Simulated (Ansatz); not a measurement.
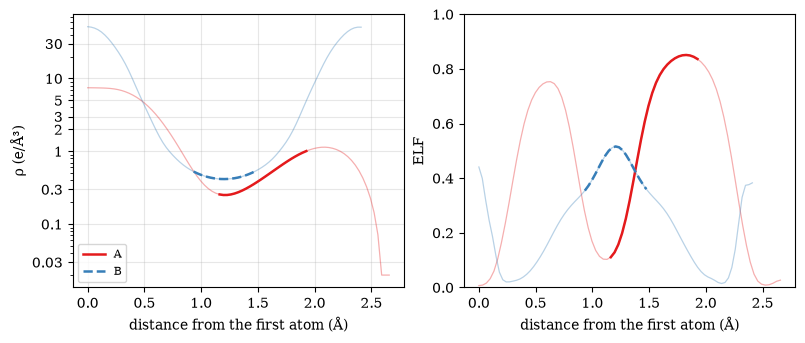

The picture shows: Sc₂Ga₄S. Valence pseudo-density and ELF along straight lines between neighbouring atoms. Thin, pale parts lie inside the atomic spheres.

Space group P-1; a generated structure, not necessarily the stable one; changed on purpose from its base cell (volume × 0.94, shape and atoms relaxed); computed pressure about 5 GPa in this cell.

Theory: DFT PBE, scalar-relativistic, plane waves, PAW (Ansatz).

In a PAW calculation such maps are meaningful between the atoms, not at the nuclei.

Q: Which curve belongs to which contact (Ga–Ga and Sc–S)? The first atom named is at distance zero.

A: Curve A: Sc–S (2.66 Å): ρ at the midpoint is about 0.28 e/Å³; the ELF peaks at about 0.85 in the valence shell of S, 0.8 Å from its nucleus, and is about 0.30 at the midpoint. Curve B: Ga–Ga (2.41 Å): the density is about 0.42 e/Å³ at the midpoint; the ELF reaches about 0.50 near the midpoint.
